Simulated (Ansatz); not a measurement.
# F₃H₃OSi₂ + H₂O: a complex and its separated parts

Aim: how far the complex at one end of a reaction step lies below its separated, relaxed parts, level by level.

Computed with Ansatz 0.2.0, Gaussian basis. Level: PBE0-D4/def2-TZVP structures, single points in def2-TZVPP, no counterpoise correction.

Levels: SPW92, PBE-D4, BLYP-D4, r2SCAN-D4, B97M-V, PBE0-D4, B3LYP-D4, r2SCAN0-D4, BHLYP-D4, CAM-B3LYP-D4, wB97X-V, wB97M-V, B2PLYP, PBE-QIDH, RPA on PBE, Hartree-Fock, MP2, CCSD, CCSD(T).

Correlated methods freeze the cores. B3LYP uses VWN-RPA correlation. B2PLYP carries no dispersion term here.

95 further runs of the same task are left out: 1 that didn't finish, 94 set aside as unsound or not needed.

## 1. Starting geometry

The complex: 12 atoms, charge 0, spin multiplicity 1.

Atoms are counted from 1 here; the program's logs count them from 0.

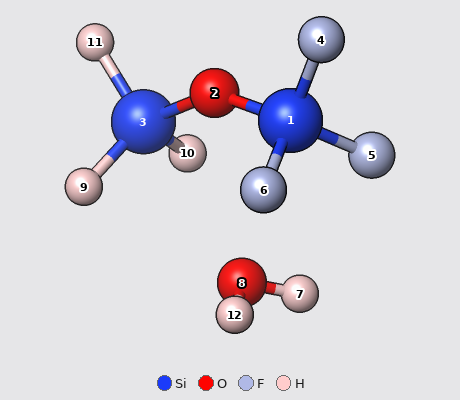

The starting geometry (silicon blue, oxygen red, fluorine light blue, hydrogen pink); atoms are numbered from 1 in the order of the file.

Coordinates:

```xyz
12
F3H5O2Si2
Si   -0.7581    1.3692    0.3951
O    -1.1606   -0.0776   -0.1077
Si   -0.6676   -1.5872   -0.5661
F    -2.0630    2.2245    0.5835
F     0.1450    2.1576   -0.6283
F    -0.0255    1.3646    1.7907
H     2.2357    0.6021   -0.4541
O     1.8539   -0.0820    0.1021
H     0.0265   -2.2637    0.5521
H     0.1887   -1.5054   -1.7700
H    -1.9111   -2.3264   -0.8943
H     2.1361    0.1244    0.9971
```

Its parts: F₃H₃OSi₂ holds atoms 1, 2, 3, 4, 5, 6, 9, 10, 11; H₂O holds atoms 7, 8, 12. Each part counts its atoms afresh in its own runs.

## 2. Relaxing F₃H₃OSi₂ alone

Contents of relax-a/in.yaml:

```yaml
crystal:
  periodic: [false, false, false]
  atoms:
    - {symbol: Si, position_ang: [-0.758134, 1.369153, 0.395069]}
    - {symbol: O, position_ang: [-1.160600, -0.077650, -0.107683]}
    - {symbol: Si, position_ang: [-0.667596, -1.587225, -0.566072]}
    - {symbol: F, position_ang: [-2.063023, 2.224465, 0.583492]}
    - {symbol: F, position_ang: [0.145006, 2.157638, -0.628282]}
    - {symbol: F, position_ang: [-0.025478, 1.364590, 1.790672]}
    - {symbol: H, position_ang: [0.026463, -2.263656, 0.552098]}
    - {symbol: H, position_ang: [0.188724, -1.505414, -1.770047]}
    - {symbol: H, position_ang: [-1.911118, -2.326362, -0.894268]}
basis:
  gaussian: {orbitals: def2-TZVP}
hamiltonian: {xc: pbe0, dispersion: d4}
relax: {f_tol: 0.005, max_steps: 200}
```

The run is started by

```console
> ansatz run in.yaml --threads 4 --pin off --events-out ev --progress --plain --max-ram 46080MiB --backend cuda --devices 0, --max-vram 37GiB
```

What it wrote (excerpt; [...] marks lines left out):

```text
Functional definition: PBE0
  name "PBE0"
  cite "Adamo & Barone, J. Chem. Phys. 110, 6158 (1999) doi:10.1063/1.478522"
  cite "Perdew, Burke & Ernzerhof, Phys. Rev. Lett. 77, 3865 (1996) doi:10.1103/PhysRevLett.77.3865"
  parent pbe
[...]
1287 factors; their error is unknown
[...]
mean field -25998.42987929 eV, -955.4246756952 hartree, gradient 7.0e-5 eV, S^2 0.000000; 0 other end points of the search recorded, 0 dependent functions left out
[...]
reference -25998.42991017 eV, -955.4246768299 hartree; 33, 33 occupied and 183, 183 virtual orbitals, 1287 factors
[...]
Atom 1 at    -1.052169    -0.073634    -0.098895 Å, force    -0.000109    -0.000638    -0.000192 eV/Å
Atom 2 at    -0.680486    -1.604974    -0.572777 Å, force     0.000037    -0.000178    -0.000079 eV/Å
Atom 3 at    -2.107250     2.188946     0.568700 Å, force     0.000625     0.000002     0.000043 eV/Å
Atom 4 at     0.142043     2.184510    -0.612089 Å, force     0.000035     0.000340     0.000114 eV/Å
Atom 5 at    -0.027613     1.395683     1.793267 Å, force     0.000037     0.000341     0.000116 eV/Å
Atom 6 at     0.025704    -2.295749     0.532175 Å, force    -0.000126     0.000061     0.000043 eV/Å
Atom 7 at     0.186524    -1.543158    -1.773296 Å, force    -0.000121     0.000063    -0.000014 eV/Å
Atom 8 at    -1.950623    -2.296770    -0.887210 Å, force     0.000143    -0.000020     0.000001 eV/Å
Dipole moment:     0.014897    -0.398518    -0.129344 e Å
```

Run time: 12 s. Hardware: 1 × a share of an NVIDIA H100 with 4 threads of AMD EPYC 7R13, shared host; peak host memory 0.91 GiB.

The steps of the relaxation:

| step | energy from step 1 (eV) | largest force component (eV/Å) |
| --- | --- | --- |
| 1 | 0.0000 | 0.7765 |
| 2 | -0.0171 | 0.5058 |
| 3 | -0.0167 | 0.7297 |
| 4 | -0.0270 | 0.0871 |
| 5 | -0.0280 | 0.0137 |
| 6 | -0.0282 | 0.0031 |
| 7 | -0.0282 | 0.0023 |
| 8 | -0.0282 | 0.0126 |
| 9 | -0.0282 | 0.0006 |

Distances of close pairs at the start and the end, largest changes first:

| bond | before (Å) | after (Å) | change (Å) |
| --- | --- | --- | --- |
| O2–Si3 | 1.653 | 1.646 | -0.007 |
| Si1–F5 | 1.576 | 1.570 | -0.006 |
| Si1–F6 | 1.576 | 1.570 | -0.006 |
| Si1–F4 | 1.572 | 1.568 | -0.004 |
| Si3–H9 | 1.483 | 1.480 | -0.003 |
| Si3–H8 | 1.480 | 1.482 | +0.002 |
| Si3–H7 | 1.480 | 1.482 | +0.002 |
| Si1–O2 | 1.584 | 1.585 | +0.001 |

## 3. Relaxing H₂O alone

Contents of relax-b/in.yaml:

```yaml
crystal:
  periodic: [false, false, false]
  atoms:
    - {symbol: H, position_ang: [2.235749, 0.602100, -0.454124]}
    - {symbol: O, position_ang: [1.853913, -0.082025, 0.102091]}
    - {symbol: H, position_ang: [2.136094, 0.124387, 0.997055]}
basis:
  gaussian: {orbitals: def2-TZVP}
hamiltonian: {xc: pbe0, dispersion: d4}
relax: {f_tol: 0.005, max_steps: 200}
```

The run is started by

```console
> ansatz run in.yaml --threads 4 --pin off --events-out ev --progress --plain --max-ram 46080MiB --backend cpu
```

What it wrote (excerpt; [...] marks lines left out):

```text
[... 5 set-up lines as earlier in the session ...]
[...]
239 factors; their error is unknown
[...]
mean field -2078.33273414 eV, -76.3773192351 hartree, gradient 1.2e-5 eV, S^2 0.000000; 0 other end points of the search recorded, 0 dependent functions left out
[...]
reference -2078.33309082 eV, -76.3773323427 hartree; 5, 5 occupied and 38, 38 virtual orbitals, 239 factors
Total energy: -2078.33734664 eV, -76.3774887413 hartree
Atom 0 at     2.236086     0.601664    -0.450073 Å, force     0.000004     0.000001     0.000019 eV/Å
Atom 1 at     1.852724    -0.083620     0.101484 Å, force    -0.000010    -0.000014    -0.000005 eV/Å
Atom 2 at     2.136946     0.126418     0.993611 Å, force     0.000006     0.000012    -0.000014 eV/Å
Dipole moment:     0.246157     0.330130     0.125579 e Å
```

Run time: 1.2 s. Hardware: 4 threads of AMD EPYC 7R13, shared host.

Relaxation path:

| step | energy from step 1 (eV) | largest force component (eV/Å) |
| --- | --- | --- |
| 1 | 0.0000 | 0.0929 |
| 2 | -0.0003 | 0.0261 |
| 3 | -0.0003 | 0.0116 |
| 4 | -0.0003 | 0.0253 |
| 5 | -0.0003 | 0.0000 |

Distances of close pairs at the start and the end, largest changes first:

| bond | before (Å) | after (Å) | change (Å) |
| --- | --- | --- | --- |
| H1–O2 | 0.961 | 0.960 | -0.001 |
| O2–H3 | 0.961 | 0.960 | -0.001 |

## 4. SPW92/def2-TZVPP

Contents of parta/in.yaml:

```yaml
crystal:
  periodic: [false, false, false]
  atoms:
    - {symbol: Si, position_ang: [-0.761887, 1.400685, 0.405105]}
    - {symbol: O, position_ang: [-1.052169, -0.073634, -0.098895]}
    - {symbol: Si, position_ang: [-0.680486, -1.604974, -0.572777]}
    - {symbol: F, position_ang: [-2.107250, 2.188946, 0.568700]}
    - {symbol: F, position_ang: [0.142043, 2.184510, -0.612089]}
    - {symbol: F, position_ang: [-0.027613, 1.395683, 1.793267]}
    - {symbol: H, position_ang: [0.025704, -2.295749, 0.532175]}
    - {symbol: H, position_ang: [0.186524, -1.543158, -1.773296]}
    - {symbol: H, position_ang: [-1.950623, -2.296770, -0.887210]}
basis:
  gaussian: {orbitals: def2-TZVPP}
hamiltonian: {xc: lda}
```

Contents of partb/in.yaml:

```yaml
crystal:
  periodic: [false, false, false]
  atoms:
    - {symbol: H, position_ang: [2.236086, 0.601664, -0.450073]}
    - {symbol: O, position_ang: [1.852724, -0.083620, 0.101484]}
    - {symbol: H, position_ang: [2.136946, 0.126418, 0.993611]}
basis:
  gaussian: {orbitals: def2-TZVPP}
hamiltonian: {xc: lda}
```

One command serves all of them, each in its own folder.

The run is started by

```console
> ansatz run in.yaml --threads 4 --pin off --events-out ev --progress --plain --max-ram 46080MiB --backend cpu
```

Log of parta (excerpt; [...] marks lines left out):

```text
Functional definition: SPW92
  name "SPW92"
  cite "Dirac, Proc. Camb. Phil. Soc. 26, 376 (1930) doi:10.1017/S0305004100016108"
  cite "Slater, Phys. Rev. 81, 385 (1951) doi:10.1103/PhysRev.81.385"
  cite "Perdew & Wang, Phys. Rev. B 45, 13244 (1992) doi:10.1103/PhysRevB.45.13244"
[...]
1372 factors; their error is unknown
[...]
mean field -25885.45172510 eV, -951.2728051081 hartree, gradient 3.8e-5 eV, S^2 0.000000; 0 other end points of the search recorded, 0 dependent functions left out
reference -25885.45176389 eV, -951.2728065336 hartree; 33, 33 occupied and 217, 217 virtual orbitals, 1372 factors
Total energy: -25885.45176389 eV, -951.2728065336 hartree
```

partb printed (excerpt; [...] marks lines left out):

```text
[... 5 set-up lines as earlier in the session ...]
[...]
269 factors; their error is unknown
[...]
mean field -2065.39694387 eV, -75.9019377110 hartree, gradient 5.3e-5 eV, S^2 0.000000; 0 other end points of the search recorded, 0 dependent functions left out
reference -2065.39696271 eV, -75.9019384031 hartree; 5, 5 occupied and 54, 54 virtual orbitals, 269 factors
Total energy: -2065.39696271 eV, -75.9019384031 hartree
```

They took 1.2 s (parta), 0.2 s (partb) on 4 threads of AMD EPYC 7R13, shared host.

## 5. PBE-D4/def2-TZVPP

The same edit goes into each in.yaml of step 4 (parta, partb):

```diff
-hamiltonian: {xc: lda}
+hamiltonian: {xc: pbe, dispersion: d4}
```

One command serves all of them, each in its own folder.

The run is started by

```console
> ansatz run in.yaml --threads 4 --pin off --events-out ev --progress --plain --max-ram 46080MiB --backend cpu
```

Output in parta (excerpt; [...] marks lines left out):

```text
Functional definition: PBE
  name "PBE"
[... 2 set-up lines as earlier in the session ...]
[...]
1372 factors; their error is unknown
[...]
mean field -25996.76976507 eV, -955.3636676228 hartree, gradient 2.6e-5 eV, S^2 0.000000; 0 other end points of the search recorded, 0 dependent functions left out
reference -25996.76980724 eV, -955.3636691726 hartree; 33, 33 occupied and 217, 217 virtual orbitals, 1372 factors
Total energy: -25996.97563436 eV, -955.3712331797 hartree
```

Log of partb (excerpt; [...] marks lines left out):

```text
[... 4 set-up lines as earlier in the session ...]
[...]
269 factors; their error is unknown
[...]
mean field -2078.40756934 eV, -76.3800693782 hartree, gradient 4.4e-5 eV, S^2 0.000000; 0 other end points of the search recorded, 0 dependent functions left out
reference -2078.40758982 eV, -76.3800701305 hartree; 5, 5 occupied and 54, 54 virtual orbitals, 269 factors
Total energy: -2078.41290687 eV, -76.3802655285 hartree
```

They took 1.6 s (parta), 0.2 s (partb) on 4 threads of AMD EPYC 7R13, shared host.

## 6. BLYP-D4/def2-TZVPP

Each input of step 5 (parta, partb) changes in the same lines:

```diff
-hamiltonian: {xc: pbe, dispersion: d4}
+hamiltonian: {xc: {name: BLYP}, dispersion: d4}
```

One command serves all of them, each in its own folder.

The run is started by

```console
> ansatz run in.yaml --threads 4 --pin off --events-out ev --progress --plain --max-ram 46080MiB --backend cpu
```

Log of parta (excerpt; [...] marks lines left out):

```text
Functional definition: BLYP
  name "BLYP"
  cite "Becke, Phys. Rev. A 38, 3098 (1988) doi:10.1103/PhysRevA.38.3098"
  cite "Lee, Yang & Parr, Phys. Rev. B 37, 785 (1988) doi:10.1103/PhysRevB.37.785"
[...]
1372 factors; their error is unknown
[...]
mean field -26014.03142146 eV, -955.9980217948 hartree, gradient 5.7e-5 eV, S^2 0.000000; 0 other end points of the search recorded, 0 dependent functions left out
reference -26014.03177546 eV, -955.9980348041 hartree; 33, 33 occupied and 217, 217 virtual orbitals, 1372 factors
Total energy: -26014.48276015 eV, -956.0146081857 hartree
```

Output in partb (excerpt; [...] marks lines left out):

```text
[... 4 set-up lines as earlier in the session ...]
[...]
269 factors; their error is unknown
[...]
mean field -2080.27678443 eV, -76.4487617657 hartree, gradient 8.6e-5 eV, S^2 0.000000; 0 other end points of the search recorded, 0 dependent functions left out
reference -2080.27697398 eV, -76.4487687314 hartree; 5, 5 occupied and 54, 54 virtual orbitals, 269 factors
Total energy: -2080.28981639 eV, -76.4492406812 hartree
```

Wall times: 1.6 s (parta), 0.2 s (partb) on 4 threads of AMD EPYC 7R13, shared host.

## 7. r2SCAN-D4/def2-TZVPP

The same edit goes into each in.yaml of step 6 (parta, partb):

```diff
-hamiltonian: {xc: {name: BLYP}, dispersion: d4}
+hamiltonian: {xc: r2scan, dispersion: d4}
```

Each run has its own folder and the same command.

The run is started by

```console
> ansatz run in.yaml --threads 4 --pin off --events-out ev --progress --plain --max-ram 46080MiB --backend cpu
```

Output in parta (excerpt; [...] marks lines left out):

```text
Functional definition: r2SCAN
  name "r2SCAN"
  cite "Furness, Kaplan, Ning, Perdew & Sun, J. Phys. Chem. Lett. 11, 8208 (2020) doi:10.1021/acs.jpclett.0c02405"
  cite "Furness, Kaplan, Ning, Perdew & Sun, J. Phys. Chem. Lett. 11, 9248 (2020) doi:10.1021/acs.jpclett.0c03077"
  parent r2scan
[...]
1372 factors; their error is unknown
[...]
mean field -26009.59574149 eV, -955.8350135627 hartree, gradient 2.6e-5 eV, S^2 0.000000; 0 other end points of the search recorded, 0 dependent functions left out
reference -26009.59575390 eV, -955.8350140188 hartree; 33, 33 occupied and 217, 217 virtual orbitals, 1372 factors
Total energy: -26009.64583900 eV, -955.8368546121 hartree
```

Output in partb (excerpt; [...] marks lines left out):

```text
[... 5 set-up lines as earlier in the session ...]
[...]
269 factors; their error is unknown
[...]
mean field -2079.58114685 eV, -76.4231975561 hartree, gradient 8.5e-5 eV, S^2 0.000000; 0 other end points of the search recorded, 0 dependent functions left out
reference -2079.58115206 eV, -76.4231977473 hartree; 5, 5 occupied and 54, 54 virtual orbitals, 269 factors
Total energy: -2079.58242458 eV, -76.4232445118 hartree
```

They took 3 s (parta), 0.46 s (partb) on 4 threads of AMD EPYC 7R13, shared host.

## 8. B97M-V/def2-TZVPP

The same edit goes into each in.yaml of step 7 (parta, partb):

```diff
-hamiltonian: {xc: r2scan, dispersion: d4}
+hamiltonian: {xc: {name: B97M-V}}
```

The same command starts each run, in its folder.

The run is started by

```console
> ansatz run in.yaml --threads 4 --pin off --events-out ev --progress --plain --max-ram 46080MiB --backend cpu
```

parta printed (excerpt; [...] marks lines left out):

```text
Functional definition: B97M-V
  name "B97M-V"
  cite "Mardirossian & Head-Gordon, J. Chem. Phys. 142, 074111 (2015) doi:10.1063/1.4907719"
  cite "Becke, J. Chem. Phys. 107, 8554 (1997) doi:10.1063/1.475007"
  cite "Vydrov & Van Voorhis, J. Chem. Phys. 133, 244103 (2010) doi:10.1063/1.3521275"
  # Of w^i u^j: cxij and so on, Table III.
[...]
  gx(w, u) = cx00 + cx01*u + cx02*u^2 + (cx10 + cx11*u)*w
[...]
  gos(w, u) = cos00 + cos01*u + cos03*u^3 + cos10*w + cos32*w^3*u^2
[...]
      + integral(e_c_pw_mod_opposite_spin*gos(b97_w_opposite, b97_u_opposite)) + vv10(b, c)
1372 factors; their error is unknown
[...]
mean field -26007.67671779 eV, -955.7644907423 hartree, gradient 4.7e-5 eV, S^2 0.000000; 0 other end points of the search recorded, 0 dependent functions left out
reference -26007.67678099 eV, -955.7644930650 hartree; 33, 33 occupied and 217, 217 virtual orbitals, 1372 factors
Total energy: -26007.67678099 eV, -955.7644930650 hartree
```

partb printed (excerpt; [...] marks lines left out):

```text
[... 5 set-up lines as earlier in the session ...]
  # Of w^i u^j: cxij and so on, Table III.
[...]
  gx(w, u) = cx00 + cx01*u + cx02*u^2 + (cx10 + cx11*u)*w
[...]
  gos(w, u) = cos00 + cos01*u + cos03*u^3 + cos10*w + cos32*w^3*u^2
[...]
      + integral(e_c_pw_mod_opposite_spin*gos(b97_w_opposite, b97_u_opposite)) + vv10(b, c)
269 factors; their error is unknown
[...]
mean field -2079.93551245 eV, -76.4362202515 hartree, gradient 2.9e-5 eV, S^2 0.000000; 0 other end points of the search recorded, 0 dependent functions left out
reference -2079.93553926 eV, -76.4362212369 hartree; 5, 5 occupied and 54, 54 virtual orbitals, 269 factors
Total energy: -2079.93553926 eV, -76.4362212369 hartree
```

Wall times: 6 s (parta), 0.4 s (partb) on 4 threads of AMD EPYC 7R13, shared host.

## 9. PBE0-D4/def2-TZVPP

Each input of step 8 (parta, partb) changes in the same lines:

```diff
-hamiltonian: {xc: {name: B97M-V}}
+hamiltonian: {xc: pbe0, dispersion: d4}
+output: {orbitals: {seedname: orbitals}}
```

One command serves all of them, each in its own folder.

The run is started by

```console
> ansatz run in.yaml --threads 4 --pin off --events-out ev --progress --plain --max-ram 46080MiB --backend cpu
```

Log of parta (excerpt; [...] marks lines left out):

```text
[... 5 set-up lines as earlier in the session ...]
[...]
1378 factors; their error is unknown
[...]
mean field -25998.47789976 eV, -955.4264404150 hartree, gradient 1.6e-5 eV, S^2 0.000000; 0 other end points of the search recorded, 0 dependent functions left out
reference -25998.47793040 eV, -955.4264415410 hartree; 33, 33 occupied and 217, 217 virtual orbitals, 1378 factors
Total energy: -25998.65237874 eV, -955.4328523992 hartree
```

partb printed (excerpt; [...] marks lines left out):

```text
[... 5 set-up lines as earlier in the session ...]
[...]
269 factors; their error is unknown
[...]
mean field -2078.42782043 eV, -76.3808135919 hartree, gradient 1.2e-5 eV, S^2 0.000000; 0 other end points of the search recorded, 0 dependent functions left out
reference -2078.42783494 eV, -76.3808141249 hartree; 5, 5 occupied and 54, 54 virtual orbitals, 269 factors
Total energy: -2078.43209076 eV, -76.3809705234 hartree
```

They took 2.9 s (parta), 0.2 s (partb) on 4 threads of AMD EPYC 7R13, shared host.

## 10. B3LYP-D4/def2-TZVPP

Each input of step 9 (parta, partb) changes in the same lines:

```diff
-hamiltonian: {xc: pbe0, dispersion: d4}
-output: {orbitals: {seedname: orbitals}}
+hamiltonian: {xc: {name: B3LYP}, dispersion: d4}
```

Each run has its own folder and the same command.

The run is started by

```console
> ansatz run in.yaml --threads 4 --pin off --events-out ev --progress --plain --max-ram 46080MiB --backend cpu
```

Log of parta (excerpt; [...] marks lines left out):

```text
Functional definition: B3LYP
  name "B3LYP"
  cite "Stephens, Devlin, Chabalowski & Frisch, J. Phys. Chem. 98, 11623 (1994) doi:10.1021/j100096a001"
[... 2 set-up lines as earlier in the session ...]
  cite "Vosko, Wilk & Nusair, Can. J. Phys. 58, 1200 (1980) doi:10.1139/p80-159"
[...]
1378 factors; their error is unknown
[...]
mean field -26016.38732994 eV, -956.0845998346 hartree, gradient 2.8e-5 eV, S^2 0.000000; 0 other end points of the search recorded, 0 dependent functions left out
reference -26016.38758942 eV, -956.0846093702 hartree; 33, 33 occupied and 217, 217 virtual orbitals, 1378 factors
Total energy: -26016.72078153 eV, -956.0968539545 hartree
```

Log of partb (excerpt; [...] marks lines left out):

```text
[... 6 set-up lines as earlier in the session ...]
[...]
269 factors; their error is unknown
[...]
mean field -2080.76395964 eV, -76.4666651242 hartree, gradient 1.1e-5 eV, S^2 0.000000; 0 other end points of the search recorded, 0 dependent functions left out
reference -2080.76409800 eV, -76.4666702089 hartree; 5, 5 occupied and 54, 54 virtual orbitals, 269 factors
Total energy: -2080.77252405 eV, -76.4669798605 hartree
```

Times: 2.8 s (parta), 0.2 s (partb) on 4 threads of AMD EPYC 7R13, shared host.

## 11. r2SCAN0-D4/def2-TZVPP

Each input of step 10 (parta, partb) changes in the same lines:

```diff
-hamiltonian: {xc: {name: B3LYP}, dispersion: d4}
+hamiltonian: {xc: {name: r2SCAN0}, dispersion: d4}
```

The same command starts each run, in its folder.

The run is started by

```console
> ansatz run in.yaml --threads 4 --pin off --events-out ev --progress --plain --max-ram 46080MiB --backend cpu
```

Log of parta (excerpt; [...] marks lines left out):

```text
Functional definition: r2SCAN0
  name "r2SCAN0"
  cite "Bursch, Neugebauer, Ehlert & Grimme, J. Chem. Phys. 156, 134105 (2022) doi:10.1063/5.0086040"
[... 3 set-up lines as earlier in the session ...]
[...]
1378 factors; their error is unknown
[...]
mean field -26008.08227819 eV, -955.7793948121 hartree, gradient 2.6e-5 eV, S^2 0.000000; 0 other end points of the search recorded, 0 dependent functions left out
reference -26008.08228779 eV, -955.7793951651 hartree; 33, 33 occupied and 217, 217 virtual orbitals, 1378 factors
Total energy: -26008.14177995 eV, -955.7815814614 hartree
```

Log of partb (excerpt; [...] marks lines left out):

```text
[... 6 set-up lines as earlier in the session ...]
[...]
269 factors; their error is unknown
[...]
mean field -2079.27470625 eV, -76.4119360718 hartree, gradient 2.0e-5 eV, S^2 0.000000; 0 other end points of the search recorded, 0 dependent functions left out
reference -2079.27471035 eV, -76.4119362225 hartree; 5, 5 occupied and 54, 54 virtual orbitals, 269 factors
Total energy: -2079.27611450 eV, -76.4119878240 hartree
```

They took 4.2 s (parta), 0.4 s (partb) on 4 threads of AMD EPYC 7R13, shared host.

## 12. BHLYP-D4/def2-TZVPP

The same edit goes into each in.yaml of step 11 (parta, partb):

```diff
-hamiltonian: {xc: {name: r2SCAN0}, dispersion: d4}
+hamiltonian: {xc: {name: BHLYP}, dispersion: d4}
```

The same command starts each run, in its folder.

The run is started by

```console
> ansatz run in.yaml --threads 4 --pin off --events-out ev --progress --plain --max-ram 46080MiB --backend cpu
```

Output in parta (excerpt; [...] marks lines left out):

```text
Functional definition: BHLYP
  name "BHLYP"
  cite "Becke, J. Chem. Phys. 98, 1372 (1993) doi:10.1063/1.464304"
[... 2 set-up lines as earlier in the session ...]
[...]
1499 factors; their error is unknown
[...]
mean field -26011.73103754 eV, -955.9134842452 hartree, gradient 3.1e-5 eV, S^2 0.000000; 0 other end points of the search recorded, 0 dependent functions left out
reference -26011.73121101 eV, -955.9134906200 hartree; 33, 33 occupied and 217, 217 virtual orbitals, 1499 factors
Total energy: -26011.99364172 eV, -955.9231347706 hartree
```

Output in partb (excerpt; [...] marks lines left out):

```text
[... 5 set-up lines as earlier in the session ...]
[...]
295 factors; their error is unknown
[...]
mean field -2079.57890800 eV, -76.4231152799 hartree, gradient 2.0e-5 eV, S^2 0.000000; 0 other end points of the search recorded, 0 dependent functions left out
reference -2079.57899879 eV, -76.4231186164 hartree; 5, 5 occupied and 54, 54 virtual orbitals, 295 factors
Total energy: -2079.58395060 eV, -76.4233005920 hartree
```

Wall times: 3.2 s (parta), 0.31 s (partb) on 4 threads of AMD EPYC 7R13, shared host.

(Part 1 of 2 ends here.)
